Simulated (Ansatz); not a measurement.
# Pt-Re stack of (100) layers: lattice stability ahead of a resistivity run, part 2 of 2

Question: is the lattice of Pt-Re stack of (100) layers stable, and if so, what are its coupling constant and resistivity?

Ansatz 0.2.0; DFT LDA, scalar-relativistic, plane waves, PAW; PAW set soft_1.

So far: The structure; Rough relaxation; Relaxing cell and atoms.

### 4. Relaxing tightly for phonons

Phonons are second derivatives about the minimum, so the remaining forces must be small: the thresholds are tightened.

input.yaml

```yaml
crystal:
  lattice:
    - [2.6171989073, 0.0, 0.0]
    - [0.0, 2.6171989073, 0.0]
    - [0.0, 0.0, 27.6888403229]
  atoms:
    - { symbol: Pt, position: [0.0, 0.0, 0.1998299179] }
    - { symbol: Re, position: [0.5, 0.5, 0.2676660064] }
  periodic: [true, true, false]
kpoints:
  mp_grid: { grid: [12, 12, 1] }
hamiltonian:
  xc: lda
  pseudopotentials: { kind: paw, azcp: { folder: soft_1 }, xc_functional: pbe }
scf:
  occupations: { method: methfessel_paxton, width: 0.2 }
output:
  forces: true
  stress: true
  eigenvalues: true
relax:
  adjacent_minimum: "off"
  f_tol: 0.001
  max_steps: 60
  cell: { stress_2d_tol: 0.002 }
```

Launch:

```
$ ansatz run input.yaml --threads 4 --pin off --max-ram 12288MiB --backend cpu --events-out ev --progress --plain --runs-dir out
```

Numbers of over 12 decimals in the logs are rounded to 6 here.

What it wrote:

```text
[the first part of the log is left out]
  E_xc         = -583.259685
  E_vxc        = -559.217210  (∫ρ·V_xc dr)
  E_paw        = -17654.509286  (= ΣΔE_a)
  E_vpaw       = -482.529727  (= ΣTr[D̂ρ^β])
  E_aug_tail   = 0.001122  (compensation charges beyond the density's cutoff)
  E_ewald      = 37146.230475
  E_core_change = 0.783078  (= ΣΔE_core)
  E_smearing   = -0.003333  (= −TS)
  E_closure    = -0.000000  (closes the sum)
  Σ components = -22852.054658   (vs F -22852.054658, Δ=0.00e0)
--- Forces (eV/Å), atoms counted from 1 ---
[...]
--- 2D stress c σ (N/m, compression-positive) ---
        0.000007      -0.000000       0.000000
       -0.000000       0.000007      -0.000000
        0.000000      -0.000000       0.000000
  P = ½ c Tr σ = 0.0000 N/m
--- Band table (eV; the first three rows and the last of 28) ---
[...]
--- Relaxed structure (4 steps of the walk, 3 accepted, 1 SCFs on fresh bases) ---
[...]
cell:  # Å, volume = 189.6136 Å³
    - [2.616871, 0, 0]
    - [0, 2.616871, 0.0]
    - [0, 0.0, 27.6888403229]
  atoms:
    - { symbol: Pt, position: [0, 0, 0.199820] }
    - { symbol: Re, position: [0.5, 0.5, 0.267676] }
```

Wall time 19 s (4 threads of Arm Neoverse V2, shared host); peak memory 0.48 GiB; 72 s of CPU time.

Little changed from the start: no atom moved by 0.005 Å and no cell edge by 0.1 %.

### 5. Phonons: q 2×2×1, k 6×6×1

Before any scattering is computed, the phonons show whether the structure is a minimum.

input.yaml, the sections that differ from step 4:

```yaml
crystal:
  lattice:
    - [2.6168710602, 0.0, 0.0]
    - [0.0, 2.6168710602, 0.0]
    - [0.0, 0.0, 27.6888403229]
  atoms:
    - { symbol: Pt, position: [0.0, 0.0, 0.1998201224] }
    - { symbol: Re, position: [0.5, 0.5, 0.2676758019] }
  periodic: [true, true, false]
kpoints:
  mp_grid: { grid: [6, 6, 1] }
output:
  eigenvalues: true
phonons:
  method: dfpt
  qmesh: [2, 2, 1]
  temperatures: { t_max: 1000, t_step: 50 }
  qpath:
    path: [[0.0, 0.0, 0.0], [0.0, 0.5, 0.0], [0.5, 0.5, 0.0], [0.0, 0.0, 0.0]]
    npoints: 10
# hamiltonian, scf: as in step 4
# relax: removed
```

What it wrote:

```text
[...]
Crystal: 2 atoms, lattice volume = 189.614 Å³
Basis set: ecut = 420 eV, 3737 PW (Γ), exchange–correlation on 36×36×384 points (8 copies of the dense FFT grid, shifted against one another)
Bands: 21, of which v1, the nominal top of the filled ones, is band 17 counted from 1 (16 counted from 0)
Symmetry: 8 space group operations
k-points: 10 of 36
[...]
SCF iter   1: F=—  HF=-22853.634424 eV  |F-HF|=—  |Δ(HF+E_count)|=         —  Δρ=5.41e-2  dr2=2.23e1  ethr=3.10e-3  ⟨swp⟩=13.1  Hψ=1840  notcnv=0
[...]
SCF iter  14: F=-22852.067802 eV  HF=-22852.067802 eV  |F-HF|=7.28e-11  |Δ(HF+E_count)|=  7.20e-10  S|Δr|=    0.00e0  Δρ=3.96e-8  dr2=4.02e-12  ethr=1.00e-12  ⟨swp⟩=14.4  Hψ=1969  notcnv=0
SCF 1 converged in 14 iterations: F = -22852.067802 eV  dr2 = 4.02e-12
[...]
phonons: the bands overlap, so this run is a metal and interpolates without the dipole-dipole term. If the crystal is really an insulator or semiconductor, its LO-TO splitting is missing
NSCF: frozen V_eff on 10 k-points
WARN: eigensolver did not converge (k=7): 1 band(s) unlocked after 2 eigensolves, warm-restarted (20 sweeps on the last) at ethr=1.58e-12 eV (storage-precision floor; scheduled 1.00e-12 eV) (lowest unlocked band 20, counted from 0; max residual 6.26e-4 eV among the unlocked bands, 6.26e-4 eV over every band; other slots of this pass that fall short are told together in one closing line; warning suppressed until the next SCF loop or pass starts)
WARN: eigensolver did not converge in 2 slots of this pass, the one above among them; of largest residual over every band (k=7): 1 band(s) unlocked (lowest unlocked band 20, counted from 0; max residual 6.26e-4 eV among the unlocked bands, 6.26e-4 eV over every band); of lowest unlocked band (k=7): band 20
[...]
DFPT response loops at q = (0, 0, 0) (fractional): preconditioner auto → none (partly filled bands, converged f_vac=0.772); β = 0.50; Broyden in place of MSR1
[...]
SCF converged after 14 iterations
Stability not checked: this state was not tested for a lower state beside it, because cold or Methfessel-Paxton smearing, or corrected tetrahedra, fill the levels in a way that the test cannot read (fill_not_monotonic; see scf.lower_state_search)
Free energy (F): -22852.067802 eV
[...]
Internal energy: -22852.076603 eV  (E = F + TS)
E sigma→0 (E₀):  -22852.070002 eV
Entropy (-TS):   0.008801 eV (4.400 meV/atom)
Fermi energy:    -5.680799 eV
[...]
--- Band table (eV; the first three rows and the last of 10) ---
  k-point 0: bands = [... 13 lower, -8.1354, -7.9988, -7.1090, -6.2490, -4.4379, -3.7881, -3.7881, -2.5329]
  k-point 1: bands = [... 13 lower, -8.0747, -7.7272, -6.9802, -6.6066, -5.7426, -3.7104, -3.3031, -1.8980]
  k-point 2: bands = [... 13 lower, -8.2926, -7.8775, -7.7149, -5.4810, -4.5925, -4.4515, -3.4910, -0.0368]
  k-point 9: bands = [... 13 lower, -6.4824, -6.4401, -4.4624, -4.4195, -0.4089, -0.4089, -0.1436, 3.7834]
--- Phonons (Γ-DFPT): 4 representative perturbations + reference (Σ response iterations 20) ---
  ASR residual: 3.850e-5 → 0.000e0 eV/Å²; symmetrization residual: 3.399e-5 eV/Å²
  ASR residual per site (eV/Å²): 2.30e-5 3.85e-5
  Γ frequencies (cm⁻¹): 0.00 0.00 0.00 132.31 132.31 189.41
--- Phonons (arbitrary-q DFPT): 3 irreducible q on the 2×2×1 mesh ---
  q = [0.0000, 0.0000, 0.0000] (star 1, of the zone-centre solve; hermiticity 5.41e-6, symmetrization 6.14e-13): -0.00 -0.00 0.00 132.31 132.31 189.41
  q = [0.0000, -0.5000, 0.0000] (star 2, 6 solved perturbations on 16 of 36 k-point pairs; hermiticity 3.48e-6, symmetrization 1.63e-9): -93.39 -49.78 84.81 99.04 150.15 212.14
  q = [-0.5000, -0.5000, 0.0000] (star 1, 4 solved perturbations in 52 linear systems a pass and spin channel, the states on 16 of 36 k-point pairs; hermiticity 5.15e-7, symmetrization 1.80e-9): -173.57 -173.57 136.80 141.04 214.70 214.70
  sum rule: each row above includes the acoustic sum rule's correction from the zone centre's row sums; it moved no ω² by more than (0.24 cm⁻¹)²
  mesh force constants: q→R imaginary residual 1.54e-17; ASR residual 3.850e-5 → 0.000e0 eV/Å²; symmetrization residual 7.105e-15 eV/Å²
  interpolated dispersion: 31 rows × 6 modes
  density of states and harmonic sums: on the 24×24×1 q-mesh, interpolated from the force constants of a 2×2×1 supercell (no non-analytic term)
  largest difference from the sums on the solved wave vectors: F 6.34e-2 eV, S 8.84e-5 and C_V 2.51e-5 eV/K
  zero-point energy: 0.035978 eV/cell   skipped modes (ω ≤ 0): 179, of them read as no rigid motion or as one in doubt: 176 (1.955e0 modes/cell left out, lowest -173.57 cm⁻¹)   left out of the sums: 3.27e-1 of the cell's modes: C_V's classical limit lies that fraction below 3 k_B per atom; for a crystal, a wire or a layer, F and S can be off by more, and a phonons.interpolated_qmesh denser along its periods is the remedy for the sampling
```

Wall time 26 s (4 threads); peak memory 0.63 GiB.

Numbers from this step:

* share of imaginary modes in the plain interpolation between solved wavevectors: 0.3265
* highest frequency, solved or plainly interpolated: 214.7 cm⁻¹

Solved on the 2×2×1 mesh alone; all other wavevectors are interpolated. The phonon branches at the labelled points (cm⁻¹):

| point | branch 1 | branch 2 | branch 3 | branch 4 | branch 5 | branch 6 |
| --- | --- | --- | --- | --- | --- | --- |
| Γ | 0 | 0 | 0 | 132 | 132 | 189 |
| X | -93 | -50 | 85 | 99 | 150 | 212 |
| M | -174 | -174 | 137 | 141 | 215 | 215 |
| Γ | 0 | 0 | 0 | 132 | 132 | 189 |

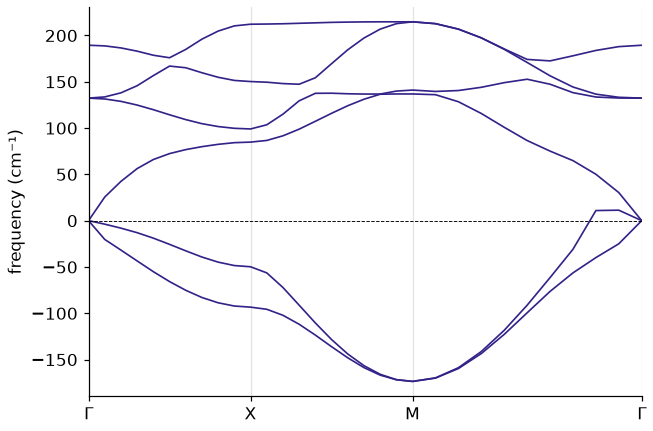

Phonon branches along the path.

Lowest modes at the softest wavevector of the mesh. The modes at q = (0.500, 0.500, 0.000) (shares of kinetic energy by element, %) (negative means imaginary):

| mode | frequency (cm⁻¹) | Pt % | Re % |
| --- | --- | --- | --- |
| 1 | -173.6 | 2 | 98 |
| 2 | -173.6 | 2 | 98 |
| 3 | 136.8 | 100 | 0 |
| 4 | 141.0 | 0 | 100 |
| 5 | 214.7 | 98 | 2 |
| 6 | 214.7 | 98 | 2 |

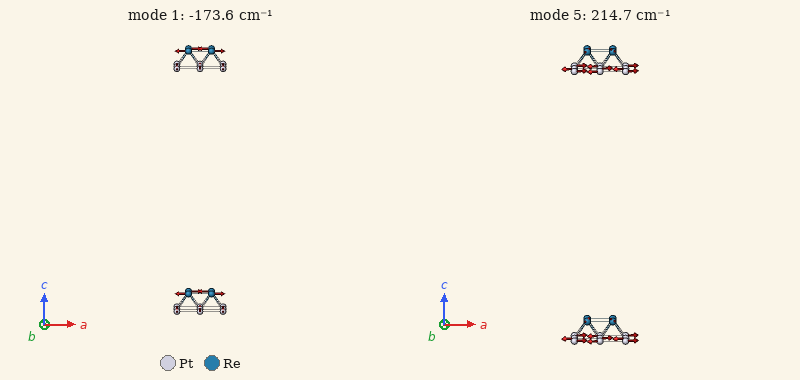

Displacement patterns of modes 1 and 5 at q = (0.500, 0.500, 0.000); arrows are exaggerated. 2×2×2 cells are drawn. Some periodic images of atoms are drawn too.

Among the solved wavevectors the lowest mode, translations apart, is -174 cm⁻¹, imaginary.

### 6. Lattice stability: q 3×3×1, k 9×9×1

An imaginary mode on so few k-points may come from the sampling, so the phonons are repeated with another q and k mesh.

input.yaml: that of step 5 with these lines changed.

```diff
@@ -10,3 +10,3 @@
 kpoints:
-  mp_grid: { grid: [6, 6, 1] }
+  mp_grid: { grid: [9, 9, 1] }
 hamiltonian:
@@ -20,3 +20,3 @@
   method: dfpt
-  qmesh: [2, 2, 1]
+  qmesh: [3, 3, 1]
   temperatures: { t_max: 1000, t_step: 50 }
```

What it wrote:

```text
[...]
Crystal: 2 atoms, lattice volume = 189.614 Å³
Basis set: ecut = 420 eV, 3737 PW (Γ), exchange–correlation on 36×36×384 points (8 copies of the dense FFT grid, shifted against one another)
Bands: 21, of which v1, the nominal top of the filled ones, is band 17 counted from 1 (16 counted from 0)
Symmetry: 8 space group operations
k-points: 15 of 81
[...]
SCF iter   1: F=—  HF=-22853.689196 eV  |F-HF|=—  |Δ(HF+E_count)|=         —  Δρ=5.44e-2  dr2=2.42e1  ethr=3.10e-3  ⟨swp⟩=12.6  Hψ=2736  notcnv=0
[...]
SCF iter  15: F=-22852.045271 eV  HF=-22852.045271 eV  |F-HF|=1.82e-10  |Δ(HF+E_count)|=   1.73e-9  S|Δr|=    0.00e0  Δρ=3.95e-8  dr2=3.74e-12  ethr=1.00e-12  ⟨swp⟩=15.6  Hψ=2913  notcnv=0
SCF 1 converged in 15 iterations: F = -22852.045271 eV  dr2 = 3.74e-12
[...]
SCF converged after 15 iterations
[...]
Free energy (F): -22852.045271 eV
[...]
Internal energy: -22852.032746 eV  (E = F + TS)
E sigma→0 (E₀):  -22852.042140 eV
Entropy (-TS):   -0.012525 eV (-6.263 meV/atom)
Fermi energy:    -5.419376 eV
[...]
--- Band table (eV; the first three rows and the last of 15) ---
  k-point 0: bands = [... 13 lower, -7.9498, -7.8504, -6.9147, -6.0778, -4.3234, -3.5655, -3.5655, -2.2503]
  k-point 1: bands = [... 13 lower, -7.9160, -7.5635, -6.5186, -6.4449, -5.3809, -3.4821, -2.6695, -2.4212]
  k-point 2: bands = [... 13 lower, -7.8780, -7.5931, -7.1947, -6.3958, -5.3076, -3.6968, -3.2143, -1.1118]
  k-point 14: bands = [... 13 lower, -6.3479, -6.1613, -4.7025, -4.2768, -1.2866, -1.1826, 1.2297, 3.0512]
[...]
ASR residual: 1.505e-4 → 0.000e0 eV/Å²; symmetrization residual: 1.886e-5 eV/Å²
  ASR residual per site (eV/Å²): 1.50e-4 1.09e-4
  Γ frequencies (cm⁻¹): 0.00 0.00 0.00 126.05 126.05 177.20
--- Phonons (arbitrary-q DFPT): 3 irreducible q on the 3×3×1 mesh ---
[...]
interpolated dispersion: 31 rows × 6 modes
[...]
```

The job ended after 69 s (4 threads; peak memory 0.99 GiB; 4.4 min of CPU time).

Numbers from this step:

```
share of imaginary modes in the plain interpolation between solved wavevectors : 0.1043
highest frequency, solved or plainly interpolated                              : 213.6 cm⁻¹
```

Solved on the 3×3×1 mesh alone; all other wavevectors are interpolated. The phonon branches at the labelled points (cm⁻¹):

| point | branch 1 | branch 2 | branch 3 | branch 4 | branch 5 | branch 6 |
| --- | --- | --- | --- | --- | --- | --- |
| Γ | 0 | 0 | 0 | 126 | 126 | 177 |
| X | -45 | 62 | 90 | 100 | 166 | 213 |
| M | 74 | 74 | 115 | 129 | 214 | 214 |
| Γ | 0 | 0 | 0 | 126 | 126 | 177 |

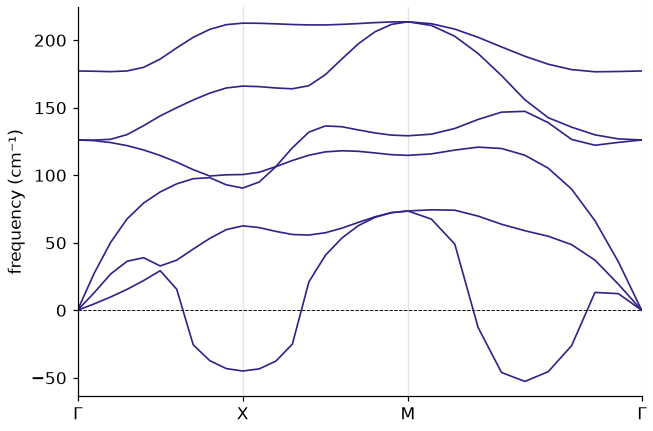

Phonon branches along the path.

Lowest modes at the softest wavevector of the mesh. The modes at q = (0.333, -0.333, 0.000) (shares of kinetic energy by element, %) (negative means imaginary):

| mode | frequency (cm⁻¹) | Pt % | Re % |
| --- | --- | --- | --- |
| 1 | -30.5 | 8 | 92 |
| 2 | 67.7 | 44 | 56 |
| 3 | 120.9 | 6 | 94 |
| 4 | 143.4 | 66 | 34 |
| 5 | 185.0 | 92 | 8 |
| 6 | 199.8 | 84 | 16 |

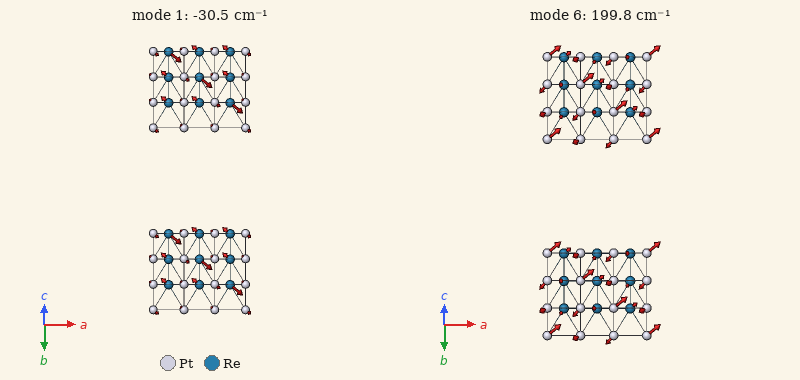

Displacement patterns of modes 1 and 6 at q = (0.333, -0.333, 0.000); arrows are exaggerated. 3×3×2 cells are drawn. Some periodic images of atoms are drawn too.

The modes has structure finer than the step of the table below, so its rows give means over 10 cm⁻¹, whole bins alone (the curve runs from -62.2 to 230 cm⁻¹). Peaks (cm⁻¹: height): Pt -38.3: 0.0106, 57.2: 0.0189, 136.1: 0.0347, 163.6: 0.0191, 178.3: 0.0191, 209.5: 0.0500; Re -40.1: 0.0193, 13.1: 0.0112, 57.2: 0.0461, 117.7: 0.0551, 163.6: 0.0159, 178.3: 0.0153.

Phonopy on the run's constants, 21x21x1 mesh, Gaussian sigma 2.1 cm⁻¹. The modes by wavenumber; means over each step; values in 1/cm⁻¹/cell:

| wavenumber (cm⁻¹) | Pt | Re |
| --- | --- | --- |
| -50 | 0.00177 | 0.00978 |
| -40 | 0.00863 | 0.0174 |
| -30 | 0.00473 | 0.0101 |
| -20 | 0.00229 | 0.00524 |
| -10 | 5.6e-4 | 0.00113 |
| 0 | 0.00110 | 0.00161 |
| 10 | 0.00532 | 0.00806 |
| 20 | 0.00275 | 0.00424 |
| 30 | 0.00389 | 0.00540 |
| 40 | 0.00630 | 0.00815 |
| 50 | 0.0109 | 0.0170 |
| 60 | 0.0145 | 0.0342 |
| 70 | 0.00573 | 0.0163 |
| 80 | 0.00171 | 0.00550 |
| 90 | 0.00458 | 0.00802 |
| 100 | 0.00981 | 0.0186 |
| 110 | 0.0102 | 0.0243 |
| 120 | 0.0188 | 0.0374 |
| 130 | 0.0265 | 0.00903 |
| 140 | 0.0271 | 0.00868 |
| 150 | 0.0140 | 0.00639 |
| 160 | 0.0158 | 0.0113 |
| 170 | 0.0103 | 0.00594 |
| 180 | 0.0167 | 0.0113 |
| 190 | 0.0152 | 0.00570 |
| 200 | 0.0215 | 0.00443 |
| 210 | 0.0376 | 0.00455 |
| 220 | 0.00172 | 1.8e-4 |

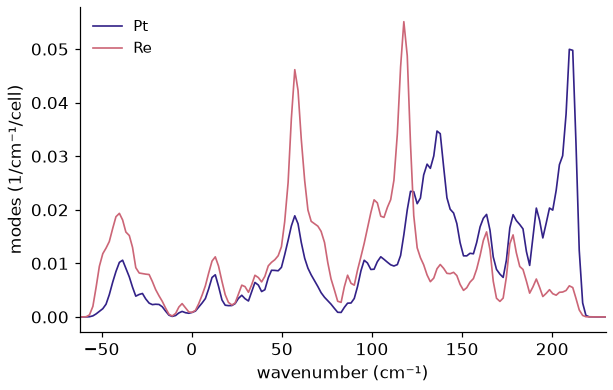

Modes, plotted against wavenumber.

No LO-TO term; unit eigenvectors of the mass-weighted matrix. The modes at Γ (shares of kinetic energy by element, %):

| mode | frequency (cm⁻¹) | symmetry | Pt % | Re % |
| --- | --- | --- | --- | --- |
| 1 | 0.0 | unnamed | 51 | 49 |
| 2 | 0.0 | unnamed | 51 | 49 |
| 3 | 0.0 | unnamed | 51 | 49 |
| 4 | 126.1 | E | 49 | 51 |
| 5 | 126.1 | E | 49 | 51 |
| 6 | 177.2 | A1 | 49 | 51 |

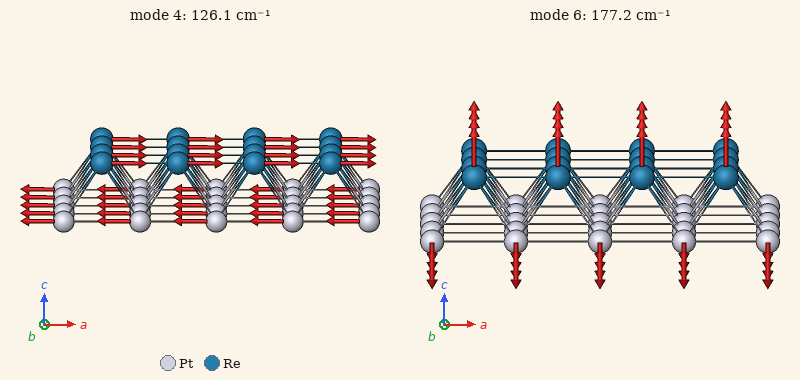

Displacement patterns of modes 4 and 6 at Γ; arrows are exaggerated. 4×4×1 cells are drawn. Some periodic images of atoms are drawn too.

Among the solved wavevectors the lowest mode, translations apart, is -30.5 cm⁻¹, imaginary.

### 7. Summary of results

```json
{
 "phonon run of the rows without a label of their own": "LDA, q 3×3×1, k 9×9×1",
 "softest mode on the q mesh": "-30.5 cm⁻¹ at q = (0.333, -0.333, 0)",
 "highest frequency, solved or plainly interpolated": "214 cm⁻¹"
}
```

**Reading.** The lattice is dynamically unstable at this level: a mode at q = (0.333, -0.333, 0) is imaginary, 30.5i cm⁻¹, so no harmonic coupling constant or resistivity is defined for this structure. These meshes are coarse, and single modes of a metal can move by tens of cm⁻¹ with the k mesh. The coarser mesh found an imaginary mode at another wavevector, which this mesh lacks. Spin–orbit coupling, left out here, matters for Pt and Re. The PAW files were made for PBE; under other functionals the run regenerates their frozen core. The structure was built by hand as an ordered model, and its stability against other phases was not tested.

[Logs are printed without paths, hosts, clocks, repeated set-up lines and the standing remarks that a program may print on its own settings, such as how far it seeks lower states.]

[Hosts, paths, dates, database ids (printed as entryN), source tags and the programs' standing remarks are cut or masked in the printed files.]
